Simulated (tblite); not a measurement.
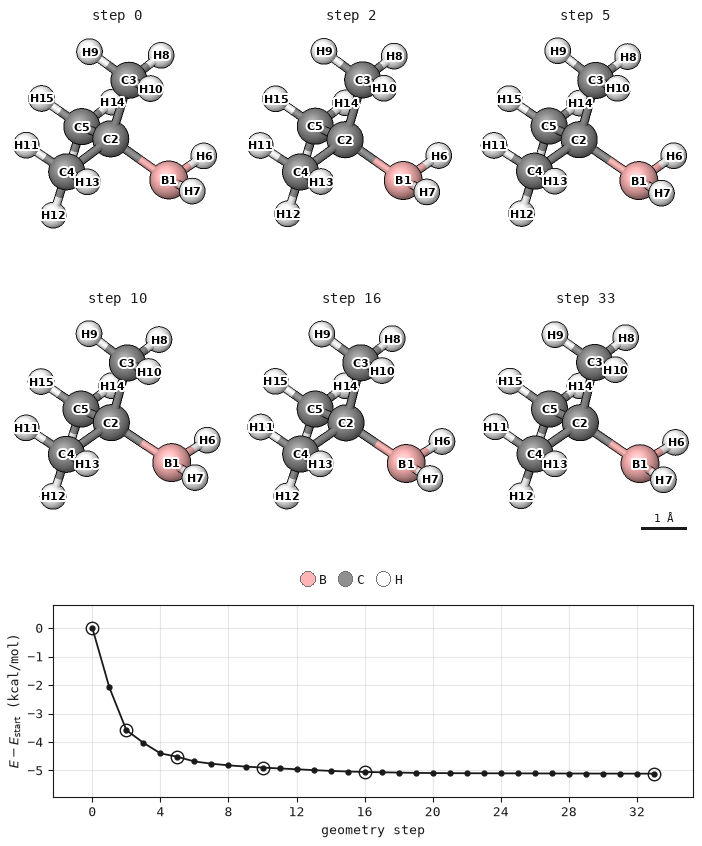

Frames of a relaxation of C4H11B (charge −1, multiplicity 2), marked on the history of the run. Style: ball-and-stick. Shown from a free direction.

The calculation used tblite 0.8.0, GFN2-xTB geometry optimisation, gas phase. 

What happens along the run?

The energy falls by 5.11 kcal/mol in 33 geometry steps. The largest moves after the best rigid fit, 0.15 Å, are those of H atoms. Largest moves by element: H 0.15 Å, B 0.07 Å, C 0.06 Å. Some distances before and after: B–H 1.187 → 1.231 Å, C–H 1.125 → 1.090 Å, B–C 1.623 → 1.647 Å, C–C 1.526 → 1.546 Å. Among the angles between lasting bonds that change: H–B–H 108.7° → 113.0°, C–B–H 110.0° → 113.7°, B–C–C 107.9° → 111.4°. From step 0 to 2: an H atom moves most (0.04 Å), energy −3.58 kcal/mol. From step 2 to 5: an H atom moves most (0.04 Å), energy −0.94 kcal/mol. From step 5 to 10: H atoms move most (0.05 Å), energy −0.38 kcal/mol. From step 10 to 16: H atoms move most (0.04 Å), energy −0.15 kcal/mol. From step 16 to 33: H atoms move most (0.03 Å), energy −0.06 kcal/mol.

```
step  E − E(0), kcal/mol
   0                0.00
   1               -2.09
   2               -3.58
   3               -4.03
   4               -4.40
   5               -4.52
   6               -4.68
   7               -4.76
   8               -4.82
   9               -4.86
  10               -4.90
  11               -4.93
  12               -4.96
  14               -5.02
  15               -5.04
  16               -5.05
  17               -5.06
  18               -5.07
  20               -5.09
  21               -5.09
  22               -5.10
  23               -5.10
  25               -5.10
  26               -5.10
  27               -5.11
  28               -5.11
  29               -5.11
  31               -5.11
  32               -5.11
  33               -5.11
```
